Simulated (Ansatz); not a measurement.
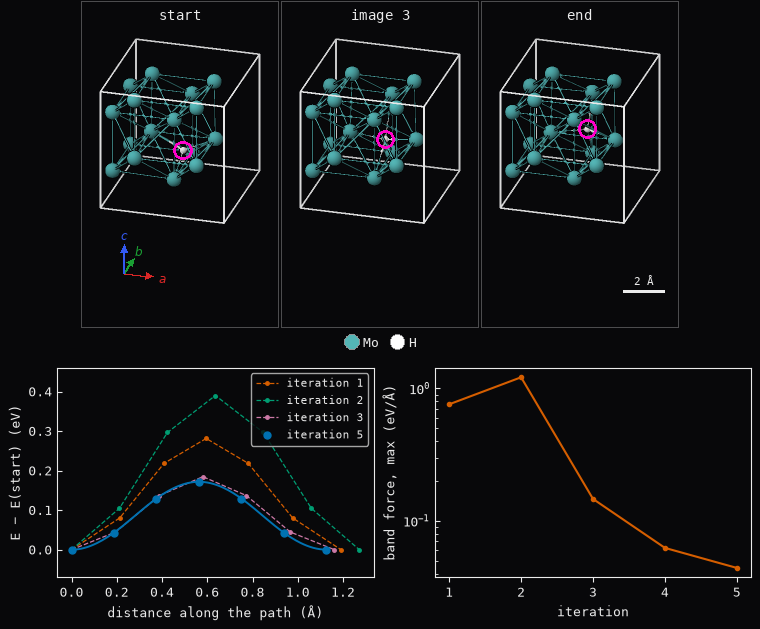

NEB run on Mo with an interstitial H (17 atoms in the cell). Images are numbered from 0 (start) to 6 (end). The plot follows the band through its iterations. A ball-and-stick model of the simulation cell (origin moved), seen from a free direction. The moving atom is ringed, with any periodic copies. Bonds to atoms that aren't drawn are left out.

All numbers below come from Ansatz, DFT PBE, scalar-relativistic, plane waves, PAW. Settings: plane-wave cutoff 420 eV; k-point mesh 3 × 3 × 3; Gaussian smearing 0.1 eV; 5 movable images; climbing image; force threshold 0.05 eV/Å; iteration limit 80; starting path by image-dependent pair potential.

Question: Judge this run.

Answer: The run is converged, with reservations. The band converged in 5 iterations. The largest component of the band force went from 0.76 to 0.044 eV/Å. The climbing image converged on the top of the path. A check of its curvatures didn't confirm a first-order saddle. The first iteration put the highest image at 0.281 eV. The two ends have the same energy, and the highest point, image 3, lies 0.172 eV above the start.

Limits of the set-up: the periodic images lie only 6.3 Å apart, so the values are limited by the cell's size.

Cost: 4.5 min on 4 threads of AMD EPYC 9R45 96-Core Processor (Zen 5), with other jobs on the host, peak memory 3.2 GiB.
